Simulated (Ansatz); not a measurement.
# One shape, several levels: doublet [B2]+

Aim: a comparison of 6 runs (U-r2SCAN/6-31G, U-revPBE/6-31G, UBHLYP/3-21G, UMP2/3-21G, UMP2/6-31G, UCCSDT/3-21G) of doublet [B2]+. 

The results are computed with Ansatz 0.2.0.

45 further runs of the same task are left out: 2 that didn't finish, 43 set aside as unsound or not needed.

## (1) The system as given

[B2]+: 2 atoms, total charge +1, spin state doublet. As SMILES of the parent species, `B#B`. The shape is that of a GFN2-xTB optimisation. That shape belongs to the parent species and isn't relaxed for this state.

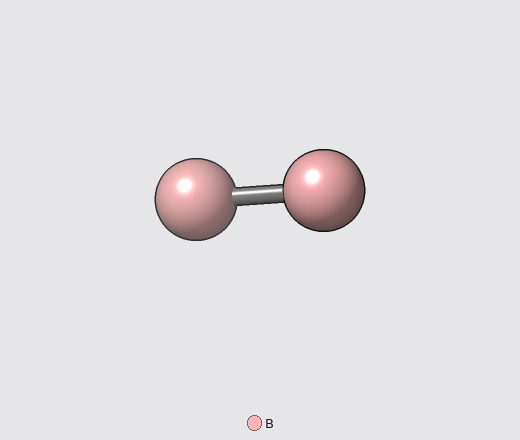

Viewed from a chosen angle; boron pink.

## (2) A single-point energy at U-r2SCAN/6-31G (run 1)

Input file in.yaml:

```yaml
crystal:
  periodic: [false, false, false]
  atoms:
    - {symbol: B, position_ang: [0.000000, 0.000000, 0.000000]}
    - {symbol: B, position_ang: [0.000000, 0.000000, 1.405120]}
basis:
  gaussian: {orbitals: 6-31G}
total_charge: 1
magnetization: {spin_polarized: true, initial_magnetization: 1}
hamiltonian: {xc: r2scan}
accuracy: high
```

Started as:

```sh
$ ansatz run in.yaml --threads 1 --pin off --max-ram 2610MiB --events-out events.jsonl --progress --plain --runs-dir runs
```

The log of the run:

```text
Warning: RAYON_NUM_THREADS=1 ignored (pool sized by the plan → 1); use --threads N
Functional definition: r2SCAN
  name "r2SCAN"
  parameter k0 = 0.174
  parameter k1 = 0.065
  parameter a1 = 4.9479
  exchange = r2scan_x(k0 = k0, k1 = k1, a1 = a1)
  correlation = r2scan_c
403 factors; integrals over basis functions are off by at most 2.8e-9 eV
mean field evaluation 1: about -1328.7217 eV, gradient 1.1e1 eV
mean field evaluation 2: about -1330.4145 eV, gradient 1.1e1 eV
mean field evaluation 4: about -1332.3691 eV, gradient 9.2e-1 eV
mean field evaluation 8: about -1332.3825 eV, gradient 3.2e-3 eV
mean field evaluation 16: about -1332.3825 eV, gradient 4.3e-7 eV
mean field evaluation 32: about -1332.7880 eV, gradient 3.1e-3 eV
mean field evaluation 64: about -1332.7786 eV, gradient 4.0e-1 eV
mean field evaluation 96: about -1332.7592 eV, gradient 7.2e-1 eV
mean field evaluation 128: about -1331.7744 eV, gradient 3.1e-3 eV
mean field evaluation 160: about -1332.7712 eV, gradient 1.7e-1 eV
mean field evaluation 192: about -1331.7602 eV, gradient 1.0e-1 eV
mean field evaluation 224: about -1331.3700 eV, gradient 5.7e0 eV
mean field -1332.78800978 eV, -48.9790559634 hartree, gradient 1.1e-8 eV, S^2 1.671472; 21 other end points of the search recorded, 0 dependent functions left out
reference -1332.78801092 eV, -48.9790560053 hartree; 5, 4 occupied and 13, 14 virtual orbitals, 403 factors
Total energy: -1332.78801092 eV, -48.9790560053 hartree
```

Wall time 33 s (1 thread of Arm Neoverse N1, shared host); peak memory 0.14 GiB.

## (3) The energy at U-revPBE/6-31G (run 2)

Input file job.yaml:

```yaml
crystal:
  periodic: [false, false, false]
  atoms:
    - symbol: B
      position_ang: [0.000000, 0.000000, 0.000000]
    - symbol: B
      position_ang: [0.000000, 0.000000, 1.405120]
basis:
  gaussian:
    orbitals: 6-31G
total_charge: 1
magnetization:
  spin_polarized: true
  initial_magnetization: 1
hamiltonian:
  xc: {name: revPBE}
accuracy: high
```

Started as:

```sh
$ ansatz run job.yaml --threads 1 --pin off --max-ram 2610MiB --events-out events.jsonl --progress --plain --runs-dir runs
```

The log of the run, shortened:

```text
Warning: RAYON_NUM_THREADS=1 ignored (pool sized by the plan → 1); use --threads N
Functional definition: revPBE
  name "revPBE"
[...]
403 factors; integrals over basis functions are off by at most 2.8e-9 eV
[...]
mean field -1333.55408018 eV, -49.0072085311 hartree, gradient 7.4e-9 eV, S^2 1.643993; 26 other end points of the search recorded, 0 dependent functions left out
reference -1333.55408287 eV, -49.0072086301 hartree; 5, 4 occupied and 13, 14 virtual orbitals, 403 factors
Total energy: -1333.55408287 eV, -49.0072086301 hartree
```

Wall time 14 s (1 thread of Arm Neoverse N1, shared host); peak memory 0.091 GiB.

Runs 3 to 4 aren't shown in full; the table further down has their settings and results.

## (4) The energy at UMP2/6-31G (run 5)

Input file input.yaml:

```yaml
basis:
  gaussian: {orbitals: 6-31G}
crystal:
  periodic: [false, false, false]
  atoms:
    - {symbol: B, position_ang: [0.000000, 0.000000, 0.000000]}
    - {symbol: B, position_ang: [0.000000, 0.000000, 1.405120]}
correlation: {method: mp2, frozen_orbitals: {B: 1}}
magnetization: {spin_polarized: true, initial_magnetization: 1}
total_charge: 1
accuracy: high
```

Started as:

```sh
$ ansatz run input.yaml --threads 1 --pin off --max-ram 2610MiB --events-out events.jsonl --progress --plain --runs-dir runs
```

The log of the run, shortened:

```text
Warning: RAYON_NUM_THREADS=1 ignored (pool sized by the plan → 1); use --threads N
Functional definition: HF
  name "HF"
[...]
403 factors; integrals over basis functions are off by at most 2.8e-9 eV
[...]
mean field -1327.15627607 eV, -48.7720935668 hartree, gradient 2.0e-8 eV, S^2 1.710614; 21 other end points of the search recorded, 0 dependent functions left out
2 core orbitals not correlated: weight in the atoms' cores, before any rotation towards them, 1.000 or more for the frozen orbitals, at most 0.000 for the correlated occupied ones
reference -1327.15627607 eV, -48.7720935668 hartree; 3, 2 occupied and 13, 14 virtual orbitals, 403 factors
second order -0.87463119 eV of doubles, -0.00000000 eV of singles
Total energy: -1328.03090726 eV, -48.8042356702 hartree
```

Wall time 0.54 s (1 thread of Arm Neoverse N1, shared host).

## (5) A single-point energy at UCCSDT/3-21G (run 6)

Input file job.yaml:

```yaml
crystal:
  periodic: [false, false, false]
  atoms:
    - {symbol: B, position_ang: [0.000000, 0.000000, 0.000000]}
    - {symbol: B, position_ang: [0.000000, 0.000000, 1.405120]}
basis:
  gaussian: {orbitals: 3-21G.json}
total_charge: 1
magnetization: {spin_polarized: true, initial_magnetization: 1}
correlation: {method: ccsdt, frozen_orbitals: {B: 1}}
accuracy: high
scf: {omitted_lower_state_checks: [cluster_reference, increment]}
```

The basis set 3-21G is read from a file made from the Basis Set Exchange's data (not shown).

Started as:

```sh
$ ansatz run job.yaml --threads 1 --pin off --max-ram 2610MiB --events-out events.jsonl --progress --plain --runs-dir runs
```

The log of the run:

```text
Warning: RAYON_NUM_THREADS=1 ignored (pool sized by the plan → 1); use --threads N
[... 20 lines left out ...]
2 core orbitals not correlated: weight in the atoms' cores, before any rotation towards them, 1.000 or more for the frozen orbitals, at most 0.000 for the correlated occupied ones
[... 62 lines left out ...]
Total energy: -1321.47440898 eV, -48.5632888027 hartree
Checks for a lower state left out: cluster_reference, increment
```

Run time: 2 s. Hardware: 1 thread of Arm Neoverse N1, shared host.

## (6) The series

```
run           level  frozen core orbitals  energy (Eh)   ⟨S²⟩  wall time
  1  U-r2SCAN/6-31G                     –   -48.979056  1.671       33 s
  2  U-revPBE/6-31G                     –   -49.007209  1.644       14 s
  3    UBHLYP/3-21G                     –   -48.721008  1.650       14 s
  4      UMP2/3-21G                     2   -48.531934  1.711      0.5 s
  5      UMP2/6-31G                     2   -48.804236  1.711     0.54 s
  6    UCCSDT/3-21G                     2   -48.563289  1.711        2 s
```

## (7) Results

```
                                          quantity         value
                               run 6: total energy  -48.56329 Eh
run 6: correlation energy (2 core orbitals frozen)     -64.0 mEh
          run 6: ⟨S²⟩ of the reference determinant         1.711
                              run 6: T1 diagnostic         0.085
```

What this shows: Totals of different functionals can't be ranked against each other. Spin contamination of the reference: run 4 ⟨S²⟩ = 1.71, run 6 ⟨S²⟩ = 1.71, run 5 ⟨S²⟩ = 1.71, run 1 ⟨S²⟩ = 1.67, run 3 ⟨S²⟩ = 1.65, run 2 ⟨S²⟩ = 1.64. Where it is this large, the reference is a mixture of spin states, and values that rest on it are in doubt. All runs together took 64 s, the longest 33 s.
